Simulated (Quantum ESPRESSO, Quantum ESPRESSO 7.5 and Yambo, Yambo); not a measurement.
**A GW chain in Yambo: Al2O3 (Corundum)**

Wanted: ground state, empty states, screening and self-energy for Al2O3 (Corundum).

Program: Quantum ESPRESSO 7.5 and Yambo 5.3.0. Level of theory: PBE and many-body steps on it, plane waves. Results are calculated unless marked as measured.

**The experiments to reproduce.**

- Gap 8.7 eV: optical band gap of host from absorption; optical absorption, quoted from earlier work; bulk crystal (high-purity reference sample) (quoted in “Multi-petahertz electron interference in Cr:Al2O3 solid-state material”, 2018, pmc:5906618).

Report form: the programs' logs are mostly left out.

## 1. The structure

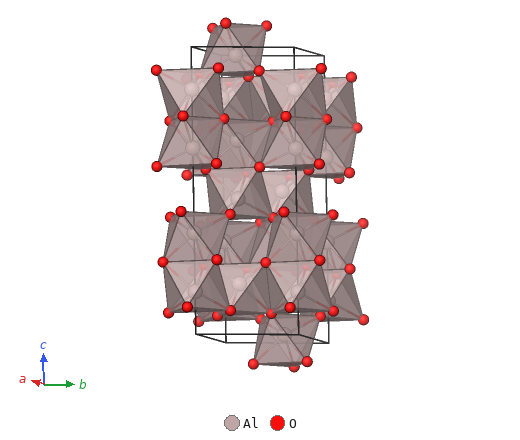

The cell as given, slightly off an axis (aluminium light grey, oxygen red). This picture shows the conventional cell, with its axes. Some periodic images of atoms are drawn too.

The cell and positions come from the Crystallography Open Database and are kept as given unless a step says otherwise.

## 2. Ground state

This step: Quantum ESPRESSO 7.5; DFT, PBE, plane waves, norm-conserving pseudopotentials.

The ground-state density comes first.

Input file pw.in:

```
&control
  calculation = 'scf'
  prefix = 'x'
  outdir = 'o'
  pseudo_dir = 'pseudo'
/
&system
  ibrav = 0
  nat = 10
  ntyp = 2
  ecutwfc = 72.0
  nbnd = 33
  force_symmorphic = .true.
/
&electrons
  conv_thr = 1e-10
  electron_maxstep = 80
  mixing_beta = 0.5
/
ATOMIC_SPECIES
  Al 26.982 Al.upf
  O 15.999 O.upf
CELL_PARAMETERS angstrom
  2.3802500000 1.3742379782 4.3318666667
  -2.3802500000 1.3742379782 4.3318666667
  -0.0000000000 -2.7484759565 4.3318666667
ATOMIC_POSITIONS crystal
  Al 0.3521600000 0.3521600000 0.3521600000
  Al 0.1478400000 0.1478400000 0.1478400000
  Al 0.6478400000 0.6478400000 0.6478400000
  Al 0.8521600000 0.8521600000 0.8521600000
  O 0.5566800000 0.9433200000 0.2500000000
  O 0.2500000000 0.5566800000 0.9433200000
  O 0.9433200000 0.2500000000 0.5566800000
  O 0.4433200000 0.0566800000 0.7500000000
  O 0.7500000000 0.4433200000 0.0566800000
  O 0.0566800000 0.7500000000 0.4433200000
K_POINTS automatic
  6 6 6 0 0 0
```

Command:

```bash
OMP_NUM_THREADS=1 mpirun -n 4 pw.x -nk 4 -in pw.in > pw.out
```

Run time: 70 s. Hardware: 4 MPI ranks of Arm Neoverse V1, shared host; peak memory 0.49 GiB; 4.6 min of CPU time.

Numbers from this step:

| Property | Result |
| --- | --- |
| total energy | -2969.2711 eV |
| gap | 6.266 eV |
| k of the valence top | 0, 0, 0 |
| k of the conduction bottom | 0, 0, 0 |
| least direct gap | 6.266 eV |

The gap is direct, at Γ.

## 3. Bands along the symmetry lines

The cheap functional maps the bands first; the places of the edges decide which points the dearer methods must see.

Input file pw.in:

```
&control
  calculation = 'bands'
  prefix = 'x'
  outdir = 'o'
  pseudo_dir = 'pseudo'
/
&system
  ibrav = 0
  nat = 10
  ntyp = 2
  ecutwfc = 72.0
  nbnd = 30
  force_symmorphic = .true.
/
&electrons
  conv_thr = 1e-9
  electron_maxstep = 80
  diago_full_acc = .true.
  diago_thr_init = 5e-6
/
ATOMIC_SPECIES
  Al 26.982 Al.upf
  O 15.999 O.upf
CELL_PARAMETERS angstrom
  2.3802500000 1.3742379782 4.3318666667
  -2.3802500000 1.3742379782 4.3318666667
  -0.0000000000 -2.7484759565 4.3318666667
ATOMIC_POSITIONS crystal
  Al 0.3521600000 0.3521600000 0.3521600000
  Al 0.1478400000 0.1478400000 0.1478400000
  Al 0.6478400000 0.6478400000 0.6478400000
  Al 0.8521600000 0.8521600000 0.8521600000
  O 0.5566800000 0.9433200000 0.2500000000
  O 0.2500000000 0.5566800000 0.9433200000
  O 0.9433200000 0.2500000000 0.5566800000
  O 0.4433200000 0.0566800000 0.7500000000
  O 0.7500000000 0.4433200000 0.0566800000
  O 0.0566800000 0.7500000000 0.4433200000
K_POINTS crystal
  59
  0.00000000 0.00000000 0.00000000 1
  0.06250000 0.06250000 0.06250000 1
  0.12500000 0.12500000 0.12500000 1
  0.18750000 0.18750000 0.18750000 1
  0.25000000 0.25000000 0.25000000 1
  0.31250000 0.31250000 0.31250000 1
  0.37500000 0.37500000 0.37500000 1
  0.43750000 0.43750000 0.43750000 1
  0.50000000 0.50000000 0.50000000 1
  0.53327994 0.46672006 0.50000000 1
  0.56655988 0.43344012 0.50000000 1
  0.59983982 0.40016018 0.50000000 1
  0.63311976 0.36688024 0.50000000 1
  0.66639970 0.33360030 0.50000000 1
  0.69967964 0.30032036 0.50000000 1
  0.73295958 0.26704042 0.50000000 1
  0.76623952 0.23376048 0.50000000 1
  0.50000000 -0.23376048 0.23376048 1
  0.50000000 -0.20454042 0.20454042 1
  0.50000000 -0.17532036 0.17532036 1
  0.50000000 -0.14610030 0.14610030 1
  0.50000000 -0.11688024 0.11688024 1
  0.50000000 -0.08766018 0.08766018 1
  0.50000000 -0.05844012 0.05844012 1
  0.50000000 -0.02922006 0.02922006 1
  0.50000000 0.00000000 0.00000000 1
  0.43750000 0.00000000 0.00000000 1
  0.37500000 0.00000000 0.00000000 1
  0.31250000 0.00000000 0.00000000 1
  0.25000000 0.00000000 0.00000000 1
  0.18750000 0.00000000 0.00000000 1
  0.12500000 0.00000000 0.00000000 1
  0.06250000 0.00000000 0.00000000 1
  0.00000000 0.00000000 0.00000000 1
  0.04586003 -0.04586003 0.00000000 1
  0.09172006 -0.09172006 0.00000000 1
  0.13758009 -0.13758009 0.00000000 1
  0.18344012 -0.18344012 0.00000000 1
  0.22930015 -0.22930015 0.00000000 1
  0.27516018 -0.27516018 0.00000000 1
  0.32102021 -0.32102021 0.00000000 1
  0.36688024 -0.36688024 -0.00000000 1
  0.63311976 0.00000000 0.36688024 1
  0.61647979 0.00000000 0.38352021 1
  0.59983982 0.00000000 0.40016018 1
  0.58319985 0.00000000 0.41680015 1
  0.56655988 0.00000000 0.43344012 1
  0.54991991 0.00000000 0.45008009 1
  0.53327994 0.00000000 0.46672006 1
  0.51663997 0.00000000 0.48336003 1
  0.50000000 0.00000000 0.50000000 1
  0.43750000 0.00000000 0.43750000 1
  0.37500000 0.00000000 0.37500000 1
  0.31250000 0.00000000 0.31250000 1
  0.25000000 0.00000000 0.25000000 1
  0.18750000 0.00000000 0.18750000 1
  0.12500000 0.00000000 0.12500000 1
  0.06250000 0.00000000 0.06250000 1
  0.00000000 0.00000000 0.00000000 1
```

The job ended after 32 s (4 MPI ranks; peak memory 0.32 GiB).

This step gave:

* gap: 6.266 eV
* k of the valence top: 0, 0, 0
* k of the conduction bottom: 0, 0, 0
* least direct gap: 6.266 eV

The gap is 6.266 eV, as in the run before at this level.

The electronic bands at the labelled points (eV, zero at the top of the highest filled band):

```csv
point,band 21,band 22,band 23,band 24,band 25,band 26,band 27,band 28
Γ,-0.49,-0.04,-0.04,0.00,6.27,9.19,10.78,11.56
T,-0.38,-0.38,-0.38,-0.38,8.71,8.71,11.13,11.13
H2,-0.84,-0.84,-0.50,-0.50,9.74,9.74,10.15,10.15
jump to H0,-0.84,-0.84,-0.50,-0.50,9.74,9.74,10.15,10.15
L,-0.90,-0.90,-0.27,-0.27,9.49,9.49,9.68,9.68
Γ,-0.49,-0.04,-0.04,0.00,6.27,9.19,10.78,11.56
S0,-0.88,-0.84,-0.56,-0.28,9.54,9.57,9.78,10.26
jump to S2,-0.88,-0.84,-0.56,-0.28,9.54,9.57,9.78,10.26
F,-1.02,-0.91,-0.74,-0.25,9.68,9.76,9.95,10.44
Γ,-0.49,-0.04,-0.04,0.00,6.27,9.19,10.78,11.56
```

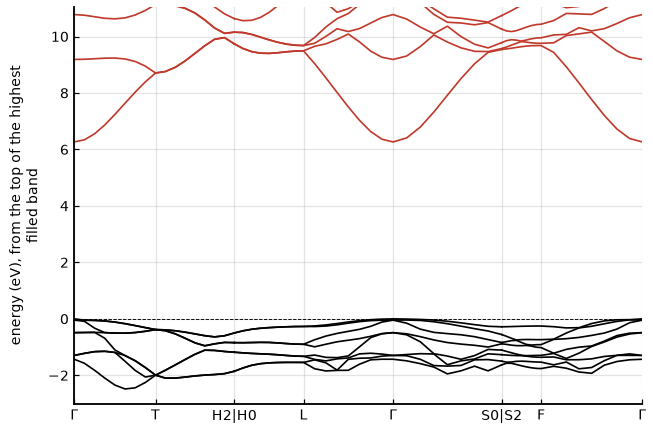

Electronic bands along the path; lines of filled and empty bands in two colours.

## 4. Empty states on the mesh, 4×4×4 mesh, 149 bands

The sums over transitions need many empty states on a uniform mesh; this step solves for them.

Input file pw.in:

```
&control
  calculation = 'nscf'
  prefix = 'x'
  outdir = 'o'
  pseudo_dir = 'pseudo'
/
&system
  ibrav = 0
  nat = 10
  ntyp = 2
  ecutwfc = 72.0
  nbnd = 149
  force_symmorphic = .true.
/
&electrons
  conv_thr = 1e-9
  electron_maxstep = 80
  diago_full_acc = .true.
  diago_thr_init = 5e-6
/
ATOMIC_SPECIES
  Al 26.982 Al.upf
  O 15.999 O.upf
CELL_PARAMETERS angstrom
  2.3802500000 1.3742379782 4.3318666667
  -2.3802500000 1.3742379782 4.3318666667
  -0.0000000000 -2.7484759565 4.3318666667
ATOMIC_POSITIONS crystal
  Al 0.3521600000 0.3521600000 0.3521600000
  Al 0.1478400000 0.1478400000 0.1478400000
  Al 0.6478400000 0.6478400000 0.6478400000
  Al 0.8521600000 0.8521600000 0.8521600000
  O 0.5566800000 0.9433200000 0.2500000000
  O 0.2500000000 0.5566800000 0.9433200000
  O 0.9433200000 0.2500000000 0.5566800000
  O 0.4433200000 0.0566800000 0.7500000000
  O 0.7500000000 0.4433200000 0.0566800000
  O 0.0566800000 0.7500000000 0.4433200000
K_POINTS automatic
  4 4 4 0 0 0
```

It took 57 s on 4 MPI ranks; peak memory 0.55 GiB; 3.8 min of CPU time.

Numbers from this step:

```yaml
gap: 6.266 eV
k_of_the_valence_top: 0, 0, 0
k_of_the_conduction_bottom: 0, 0, 0
least_direct_gap: 6.266 eV
k_points_computed: 14
lowest_point_of_the_top_converged_band_above_the_valence_top: 65.7497 eV
```

On this mesh the gap is 6.266 eV.

## 5. Conversion and set-up

This step: Yambo 5.3.0; conversion and set-up on PBE, plane waves, norm-conserving pseudopotentials.

The states are converted to the many-body program's format and the q mesh is built.

Command:

```bash
(cd o/x.save; p2y > p2y.log; mv SAVE ../..); yambo > setup.log
```

It took 2.6 s on 1 MPI rank; peak memory 0.25 GiB.

## 6. Screening and self-energy, 4×4×4 mesh, 149 bands, screening to 122.5 eV

G0W0 replaces the xc potential by the self-energy, built once from these orbitals. Only a window of levels is corrected, while the sums run over the empty bands that the input names.

This step: G0W0 on PBE, plane waves, norm-conserving pseudopotentials.

Input file gw1.in:

```
HF_and_locXC
gw0
dyson
ppa
em1d
rim_cut
RandQpts= 1000000
RandGvec= 1 RL
EXXRLvcs= 72 Ry
VXCRLvcs= 288 Ry
Chimod= "HARTREE"
% BndsRnXp
 1 | 149 |
%
NGsBlkXp= 9 Ry
% LongDrXp
 1 | 1 | 1 |
%
% GbndRnge
 1 | 149 |
%
DysSolver= "n"
ExtendOut
PPAPntXp= 27.21138 eV
% QPkrange
 1 | 14 | 11 | 26 |
%
```

Command:

```bash
OMP_NUM_THREADS=1 mpirun -n 4 yambo -F gw1.in -J gw1 -C gw1 > gw1.log
```

It took 41 min on 4 MPI ranks; peak memory 3.8 GiB; 2.7 h of CPU time.

This step gave:

- G0W0 gap on the mesh: 8.434 eV
- starting gap on the mesh: 6.266 eV
- k of the valence top: 0, 0, 0
- k of the conduction bottom: 0, 0, 0
- least direct G0W0 gap on the computed points: 8.434 eV
- Z at the valence top: 0.8190
- Z at the conduction bottom: 0.8544

The gap on the mesh goes from 6.27 eV to 8.43 eV, a correction of +2.17 eV.

Limits: finite bands, cutoff and mesh. v1 is the top filled band, c1 the lowest empty one. Levels before and after the correction, in eV, zero at the valence-band top of each column:

|  | conduction bottom | valence top |
| --- | --- | --- |
| Kohn-Sham | 6.27 | 0.00 |
| G0W0 | 8.43 | 0.00 |

```csv
,level,energy (eV)
Kohn-Sham,Γ v4,-0.488
Kohn-Sham,Γ v3-v2,-0.045
Kohn-Sham,Γ v1,0.000
Kohn-Sham,Γ c1,6.266
Kohn-Sham,Γ c2,9.188
G0W0,Γ v4,-0.652
G0W0,Γ v3-v2,-0.055
G0W0,Γ v1,0.000
G0W0,Γ c1,8.434
G0W0,Γ c2,11.380
```

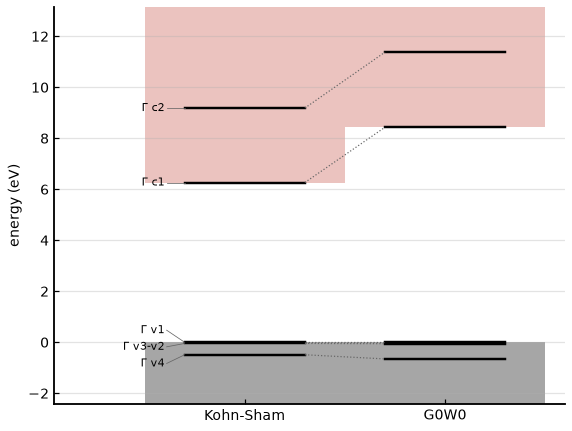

Levels before and after the correction. Shaded: valence and conduction bands.

## 7. Where the time went

Times are wall times on the hardware named with each run, good to a factor of about two.

```csv
step,time,share,memory (GiB)
ground state,70 s,3 %,0.49
bands along the symmetry lines,32 s,1 %,0.32
empty states on the mesh,57 s,2 %,0.55
conversion and set-up,2.6 s,0 %,0.25
screening and self-energy,41 min,94 %,3.8
```

## 8. Outcome

- PBE gap: 6.27 eV, direct
- G0W0 gap on the mesh: 8.43 eV
- GW settings: 4×4×4 mesh, 149 bands, screening to 122.5 eV, Godby-Needs plasmon pole
- known limits: not at the basis limit

**Reading.** G0W0 moves the gap on the mesh from 6.27 eV to 8.43 eV (+2.17 eV), with Z of 0.82 and 0.85 at the edges. The dearest step here is «screening and self-energy». Against experiment, by G0W0@PBE: the gap of 8.43 eV lies −0.27 eV from the measured 8.7 eV (optical, quoted 2018). An exciton line or allowed optical edge lies below the quasiparticle gap by the binding energy; a forbidden edge can push the onset above it. The calculation has static nuclei and no excitons; a measured gap holds zero-point and thermal motion, which mostly lowers it. Bands and cutoff are finite, so the gap is not at the basis limit. The miss can reach some tenths of an eV and take either sign; the mesh is an error of its own.

[Paths, hosts, dates, memory and timing lines, banners, echoed tables and standing remarks are left out of the program output.]

[Logs are printed without paths, hosts, clocks, repeated set-up lines and the standing remarks that a program may print on its own settings, such as how far it seeks lower states.]

[Runs of the session that timed out or met a known fault of the program may be left out.]

[Hosts, paths, dates, database ids (printed as entryN), source tags and the programs' standing remarks are cut or masked in the printed files.]
